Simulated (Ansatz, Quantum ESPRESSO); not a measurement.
# 1T-SnO2, 2 layers, AA stacking: the dipole at a withheld member of a series

**Set-up.** Quantum ESPRESSO 7.5, PBE, GBRV ultrasoft. Cell and atoms are relaxed without a field with a D3(BJ) correction and then held. Sawtooth field with dipole correction, 17 Å of vacuum in the starting cell, Fermi-Dirac smearing of 0.002 Ry; bands along a path at each field. The series steps the field along the normal.

```
field along the normal  dipole (e Å)
                 0 V/Å        0.0000
              0.05 V/Å        0.0148
               0.2 V/Å        0.0593
               0.3 V/Å        0.0889
               0.4 V/Å        0.1186
```

**Question.** What is the dipole at 0.1 V/Å?

**Fit.** The rows at 0.05 V/Å and 0.2 V/Å give a slope of (0.0593 − (0.0148))/(0.2 − (0.05)) = 0.2967, so a straight line gives 0.0296 e Å. A parabola through these and the row at 0 V/Å gives 0.0296 e Å.

What the calculation gave: 0.0297 e Å. The line misses by −0.0001 and the parabola by −0.0001 e Å. Both misses are under 5 % of the step from the nearer row.

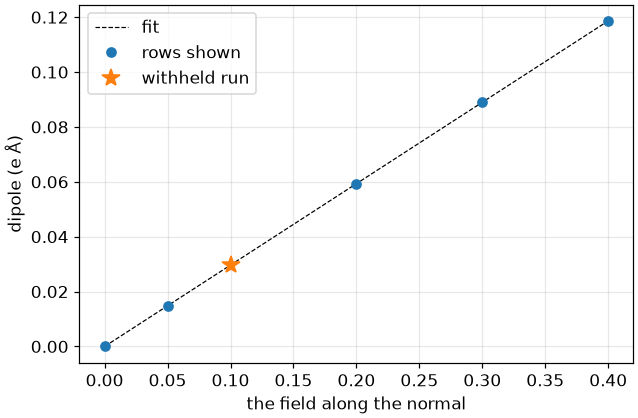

The rows shown, the fit and the withheld run.

Caveats: Ions are held; semilocal gaps are too small; in strong fields empty levels can belong to the vacuum; one stacking. Members without a usable value, or on the other side of zero field or charge, are not listed.

[Logs are printed without paths, hosts, clocks, repeated set-up lines and the standing remarks that a program may print on its own settings, such as how far it seeks lower states.]
